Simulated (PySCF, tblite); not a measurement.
**C₆H₃F₃N radical: geometry, infrared bands and EPR parameters**

What infrared bands and EPR parameters should C₆H₃F₃N radical (`[C]#C[C@@H](N=C)C(F)=C(F)F`) show?

The runs use tblite 0.8.0 and PySCF 2.14.0, with density-fitted response routines of our own; the level of theory stands in each step. All values are computed, except where a source is named. Atoms are numbered from 0 throughout.

### Step 1. Starting geometry

13 atoms, charge 0, multiplicity 2; geometry from: force field or distance geometry start.

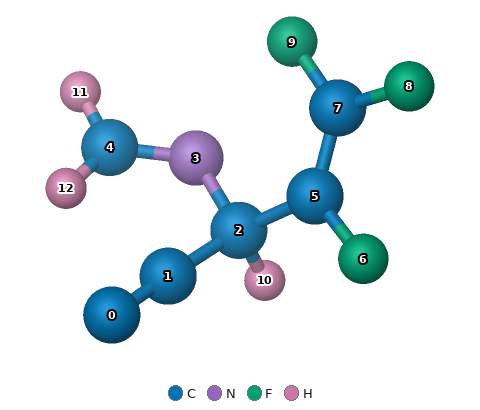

As it starts; carbon blue, nitrogen purple, fluorine teal, hydrogen pink, atoms numbered; sticks join atoms by distance.

### Step 2. Relaxing the molecule with GFN2-xTB

The job: settings as JSON, then the geometry in Å.

```
{"job": {"kind": "relax", "xc": "GFN2-xTB", "basis": "xTB"}, "charge": 0, "multiplicity": 2}
C     -1.591200     0.807900     2.169100
C     -0.958600     0.156200     1.369100
C     -0.149900    -0.627100     0.438100
N     -0.711800    -0.475400    -0.892600
C     -1.746600     0.255800    -1.018500
C      1.286200    -0.255700     0.491700
F      1.935400    -0.423200     1.678200
C      1.958000     0.228200    -0.552000
F      3.269000     0.514300    -0.364400
F      1.369600     0.419400    -1.768400
H     -0.292300    -1.718400     0.685600
H     -2.137700     0.333200    -2.050800
H     -2.234400     0.785100    -0.203000
```

Launch:

```console
$ OMP_NUM_THREADS=1 python probes_run.py task.json out
```

One launch serves the whole session: the jobs run in the order shown.

Log:

```text
step      E/eV     max force
  0    -849.56792    2.511
  1    -849.66750    4.859
  2    -849.81385    1.678
  3    -849.88845    1.389
  4    -849.94519    0.779
  5    -849.97655    0.364
  6    -849.99209    0.341
  7    -850.00644    0.415
  8    -850.01289    0.257
  9    -850.01748    0.184
 10    -850.02170    0.167
 11    -850.02544    0.189
 12    -850.02930    0.164
 13    -850.03252    0.177
 14    -850.03545    0.160
 15    -850.03834    0.144
 16    -850.04108    0.179
 17    -850.04348    0.154
 18    -850.04557    0.134
 19    -850.04745    0.130
 20    -850.04923    0.145
 21    -850.05100    0.169
 22    -850.05288    0.139
 23    -850.05485    0.136
 24    -850.05673    0.112
 25    -850.05845    0.112
 26    -850.06007    0.128
 27    -850.06151    0.104
 28    -850.06261    0.087
 29    -850.06338    0.067
 30    -850.06409    0.066
 31    -850.06498    0.100
 32    -850.06598    0.273
 33    -850.06698    0.096
 34    -850.06808    0.109
 35    -850.06982    0.161
 36    -850.07119    0.159
 37    -850.07363    0.172
 38    -850.07603    0.181
 39    -850.07956    0.312
 40    -850.08352    0.377
 41    -850.08899    0.380
 42    -850.09551    0.288
 43    -850.09914    0.368
 44    -850.09798    0.462
 45    -850.10757    0.159
 46    -850.10925    0.258
 47    -850.11084    0.306
 48    -850.11253    0.104
 49    -850.11335    0.068
 50    -850.11392    0.065
 51    -850.11473    0.061
 52    -850.11583    0.075
 53    -850.11669    0.084
 54    -850.11748    0.088
 55    -850.11836    0.081
 56    -850.11939    0.077
 57    -850.12052    0.063
 58    -850.12128    0.057
 59    -850.12159    0.052
 60    -850.12175    0.041
 61    -850.12197    0.030
 62    -850.12217    0.028
 63    -850.12231    0.038
 64    -850.12242    0.042
 65    -850.12255    0.044
 66    -850.12266    0.030
 67    -850.12275    0.020
 68    -850.12280    0.018
 69    -850.12283    0.014
 70    -850.12285    0.009
```

It took 0.46 s on 1 thread of Arm Neoverse V1, shared host; peak memory 0.18 GiB.

Along the way: (not every step is listed)

```csv
step,energy from step 0 (eV),largest force (eV/Å)
0,0.0000,2.5109
1,-0.0996,4.8591
2,-0.2459,1.6777
3,-0.3205,1.3885
4,-0.3773,0.7791
5,-0.4086,0.3643
6,-0.4242,0.3406
7,-0.4385,0.4153
8,-0.4450,0.2568
13,-0.4646,0.1769
18,-0.4777,0.1337
23,-0.4869,0.1356
28,-0.4947,0.0868
33,-0.4991,0.0964
38,-0.5081,0.1805
43,-0.5312,0.3683
48,-0.5446,0.1036
53,-0.5488,0.0841
58,-0.5534,0.0567
63,-0.5544,0.0378
65,-0.5546,0.0437
66,-0.5547,0.0304
67,-0.5548,0.0201
68,-0.5549,0.0184
69,-0.5549,0.0140
70,-0.5549,0.0088
```

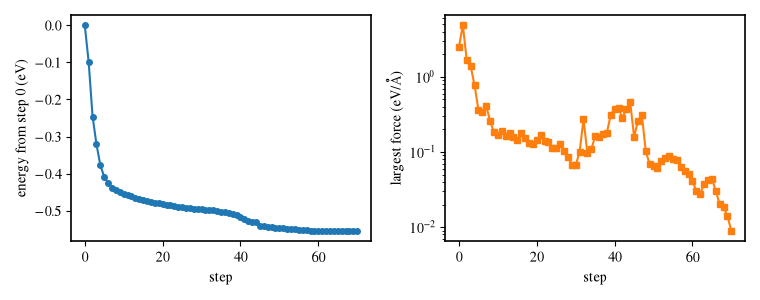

Energy and force, step by step.

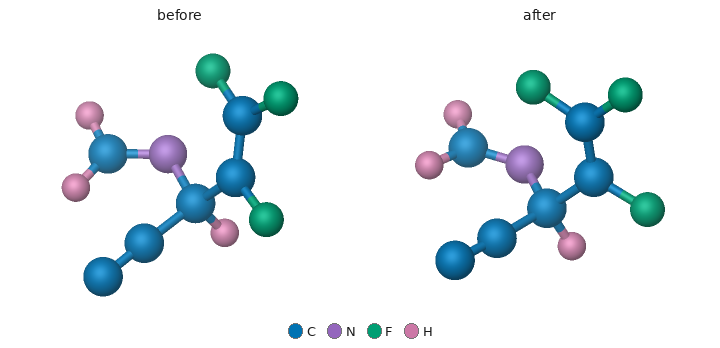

Before and after, at one scale.

Close pairs (by a distance rule), those that changed most:

```csv
bond,before (Å),after (Å),change (Å)
C7–F9,1.365,1.325,-0.040
C7–F8,1.355,1.321,-0.034
C2–N3,1.452,1.420,-0.032
C2–H10,1.128,1.099,-0.029
C1–C2,1.461,1.489,+0.028
C4–H11,1.107,1.080,-0.027
N3–C4,1.273,1.248,-0.025
C5–F6,1.363,1.342,-0.021
```

The final coordinates are the input of the step that follows.

### Step 3. Infrared spectrum with GFN2-xTB

The job: settings as JSON, then the geometry in Å.

```
{"job": {"kind": "ir", "xc": "GFN2-xTB", "basis": "xTB"}, "charge": 0, "multiplicity": 2}
C     -1.229957     1.252526     2.102925
C     -0.776581     0.377835     1.426277
C     -0.244622    -0.679360     0.522860
N     -0.840668    -0.734460    -0.765018
C     -1.705757     0.055103    -1.196299
C      1.242296    -0.484811     0.411081
F      1.999650    -1.291678     1.170054
C      1.836426     0.440915    -0.337646
F      3.139687     0.635548    -0.430475
F      1.175154     1.291239    -1.108547
H     -0.415432    -1.651810     1.005677
H     -2.082896    -0.106058    -2.195030
H     -2.101689     0.895498    -0.623586
```

Log:

```text
mode    cm-1     km/mol
  1      31.7      0.30
  2      73.7      4.54
  3      95.9      1.78
  4     135.8      4.74
  5     149.2      2.14
  6     183.2      2.26
  7     238.9      8.06
  8     271.1      2.29
  9     322.2      2.52
 10     350.7     13.61
 11     431.7     26.71
 12     446.0      7.53
 13     514.9      0.44
 14     533.9     16.06
 15     544.7     13.02
 16     667.1      7.05
 17     784.2     34.22
 18     902.7     45.36
 19     983.0     17.15
 20    1012.2     34.49
 21    1094.4    169.91
 22    1116.0     75.07
 23    1150.1     24.00
 24    1186.3     40.17
 25    1215.0    235.04
 26    1258.9     68.84
 27    1382.0      3.09
 28    1747.9    189.37
 29    1765.5     27.97
 30    2275.0     19.15
 31    2897.1      0.34
 32    2936.5     19.59
 33    3083.9      1.02
```

Run time: 0.41 s. Hardware: 1 thread of Arm Neoverse V1, shared host; peak memory 0.18 GiB.

The strongest bands and the atoms that carry them (share of the mass-weighted mode):

```csv
cm⁻¹,km/mol,atoms
903,45.4,"C2 51 %, C0 15 %, H10 14 %"
1012,34.5,"C2 49 %, H11 15 %, N3 11 %, C4 10 %"
1094,169.9,"C5 24 %, C2 21 %, C7 16 %"
1116,75.1,"H12 24 %, H11 22 %, N3 16 %, C4 15 %"
1186,40.2,"H10 51 %, C5 17 %, C2 14 %"
1215,235.0,"C7 71 %, F9 15 %, F8 13 %"
1259,68.8,"C5 34 %, H10 32 %, C2 24 %"
1748,189.4,"C7 53 %, C5 44 %"
```

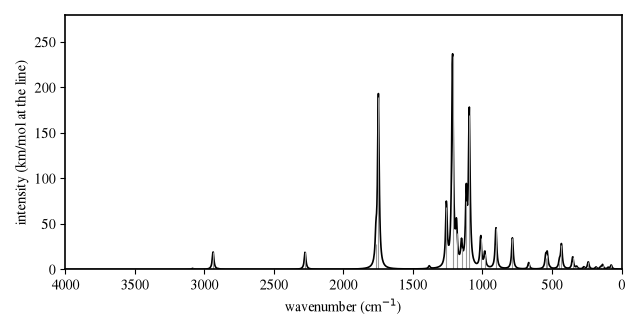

The infrared spectrum from these modes, unscaled. Lines are broadened to a width of 14 cm⁻¹ (Lorentzian).

### Step 4. EPR parameters: B3LYP/pcH-1

Same as in step 3 but for these lines:

```diff
@@ -1,2 +1,2 @@
-{"job": {"kind": "ir", "xc": "GFN2-xTB", "basis": "xTB"}, "charge": 0, "multiplicity": 2}
+{"job": {"kind": "epr", "basis": "pcH-1"}, "charge": 0, "multiplicity": 2}
 C     -1.229957     1.252526     2.102925
```

With the program's defaults for keys left out, this is: UKS B3LYP, pcH-1 on C F H N, non-relativistic, mean-field spin-orbit, GIAO.

Log:

```text
UKS, coarse grid
  cycle   1  E = -584.07974530  |g| = 8.07e-01
  cycle   2  E = -574.86282709  |g| = 3.08e+00
  cycle   3  E = -584.20410499  |g| = 7.34e-01
  cycle   4  E = -584.37054194  |g| = 3.99e-01
  cycle   5  E = -584.44633475  |g| = 2.12e-01
  cycle   6  E = -584.45088970  |g| = 1.73e-01
  cycle   7  E = -584.46683057  |g| = 7.77e-02
  cycle   8  E = -584.47044677  |g| = 3.05e-02
  cycle   9  E = -584.47094939  |g| = 1.14e-02
  cycle  10  E = -584.47104172  |g| = 4.68e-03
  cycle  11  E = -584.47106568  |g| = 2.77e-03
  cycle  12  E = -584.47109595  |g| = 2.25e-03
  cycle  13  E = -584.47112244  |g| = 1.69e-03
  cycle  14  E = -584.47113623  |g| = 1.42e-03
  cycle  15  E = -584.47114480  |g| = 1.14e-03
  cycle  16  E = -584.47116115  |g| = 1.02e-03
  cycle  17  E = -584.47117077  |g| = 7.82e-04
UKS, final grid
  cycle   1  E = -584.47111705  |g| = 1.10e-03
  cycle   2  E = -584.47111658  |g| = 2.24e-03
  cycle   3  E = -584.47111911  |g| = 5.05e-04
  cycle   4  E = -584.47111959  |g| = 3.98e-04
  cycle   5  E = -584.47112063  |g| = 3.22e-04
  cycle   6  E = -584.47112415  |g| = 1.96e-04
  cycle   7  E = -584.47112443  |g| = 9.93e-05
  cycle   8  E = -584.47112453  |g| = 8.29e-05
  cycle   9  E = -584.47112455  |g| = 4.32e-05
  cycle  10  E = -584.47112455  |g| = 2.29e-05
E = -584.47112455 Eh   <S^2> = 0.7673 (exact 0.7500)
g shifts (ppm)      1          2          3
  rmc          -174       -174       -174
  gc              9         15         10
  oz_so        -173        433       1030
  total        -338        274        866
hyperfine (MHz)  atom isotope    a_iso     a_fc   dipolar eigenvalues
    0   13C     943.25     943.25    -54.26    -52.84    107.11
    1   13C     132.80     132.80    -27.65    -25.39     53.04
    2   13C       3.85       3.85     -3.60     -3.46      7.06
    3   14N       2.31       2.31     -0.99     -0.55      1.54
    4   13C      -0.77      -0.77     -0.60      0.13      0.48
    5   13C      -3.48      -3.48     -1.30     -0.41      1.71
    6   19F       1.58       1.58     -6.10     -2.98      9.08
    7   13C       1.34       1.34     -2.10     -1.74      3.85
    8   19F       3.12       3.12     -7.07     -7.03     14.10
    9   19F       2.87       2.87     -8.22     -6.45     14.67
   10    1H      -8.71      -8.71     -2.15     -0.58      2.73
   11    1H       2.99       2.99     -0.72     -0.50      1.21
   12    1H       5.92       5.92     -2.37     -2.25      4.62
```

Wall time 2.2 min (1 thread of Arm Neoverse V1, shared host); peak memory 1 GiB.

Principal g values 2.00198, 2.00259, 2.00318; g(iso) = 2.00259, against 2.00232 for a free electron.

Hyperfine couplings, nucleus by nucleus at this fixed geometry (no averaging over rotations):

```csv
nuclei,isotope,a(iso) (MHz),"a(iso) (G, at g = 2.0023)",largest dipolar term (MHz)
C0,13C,943.2,336.6,107.1
C1,13C,132.8,47.4,53.0
H10,1H,-8.7,-3.1,2.7
H12,1H,5.9,2.1,4.6
C2,13C,3.9,1.4,7.1
C5,13C,-3.5,-1.2,1.7
F8,19F,3.1,1.1,14.1
H11,1H,3.0,1.1,1.2
F9,19F,2.9,1.0,14.7
N3,14N,2.3,0.8,1.5
F6,19F,1.6,0.6,9.1
C7,13C,1.3,0.5,3.8
C4,13C,-0.8,-0.3,-0.6
```

Mulliken spin populations:

C0 1.11; C1 -0.18; C2 0.03; N3 0.01; C4 0.00; C5 0.00; F6 0.00; C7 0.02; F8 0.00; F9 0.00; H10 0.00; H11 0.00; H12 0.00

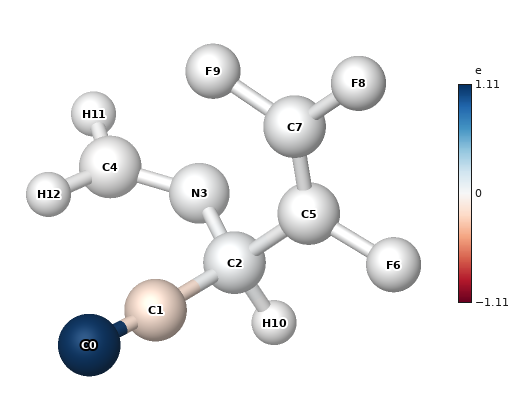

Mulliken spin populations, as colours on the atoms.

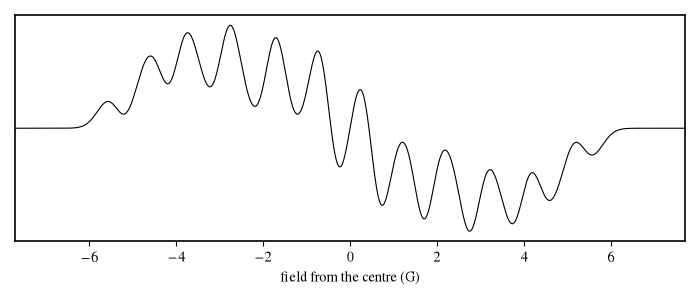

First-order isotropic spectrum (first derivative, main isotopes with spin only, couplings over 0.8 MHz, Gaussian width 0.3 G; couplings of the frozen geometry, rotation of groups not averaged beyond the rows shown).

Orbitals, density, ELF and potential are computed afterwards from the orbital file.

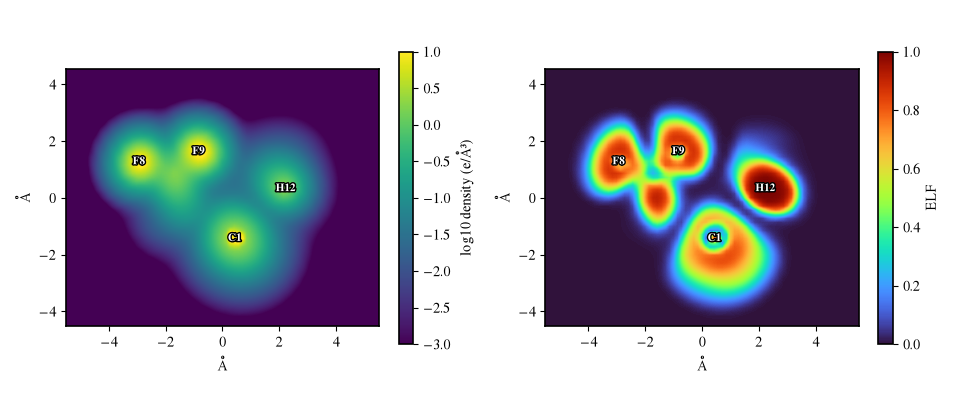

Density (left) and ELF (right) in a plane through or near 4 of the atoms.

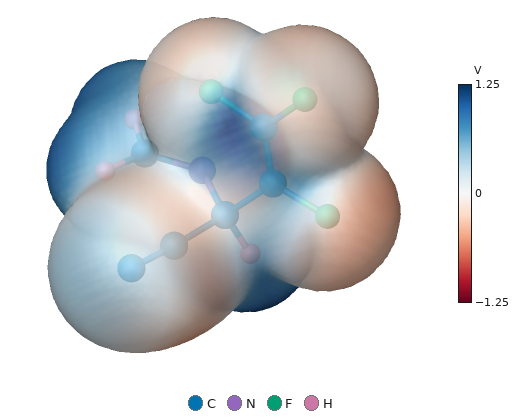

Electrostatic potential on the surface of density 0.002 e/bohr³; red is low, blue high. It runs from -1.11 V near N3 to 1.25 V near H10.

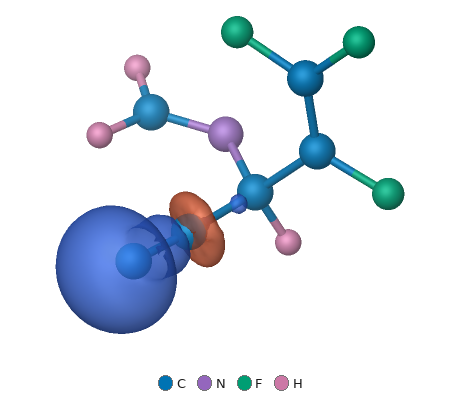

Spin density at ±0.05 e/Å³ (alpha excess blue, beta excess red).

### Step 5. Outcome

| quantity | value |
| --- | --- |
| strongest single infrared mode (GFN2-xTB) | 1215 cm⁻¹, 235 km/mol |
| zero-point energy (GFN2-xTB) | 45.4 kcal/mol |
| g(iso) (B3LYP) | 2.00259 |
| ⟨S²⟩ | 0.767 (exact 0.75) |
| largest a(iso) | 13C on C0, 943.2 MHz |
| surface potential, least and greatest | -1.11 V and 1.25 V |

What this shows: Relaxing lowered the energy by 0.555 eV in 70 steps; the close pair that moved most is C7–F9, from 1.365 to 1.325 Å. All 33 modes are real, so the xTB geometry is a minimum. The strongest single mode, at 1215 cm⁻¹, moves mainly C7. GFN2-xTB is a fitted tight-binding method: band positions and strengths are rough. Its intensities can rank the bands wrongly. C0 carries the largest spin population, 1.11 e. The isotropic g lies 0.3 ppt above the free-electron value.
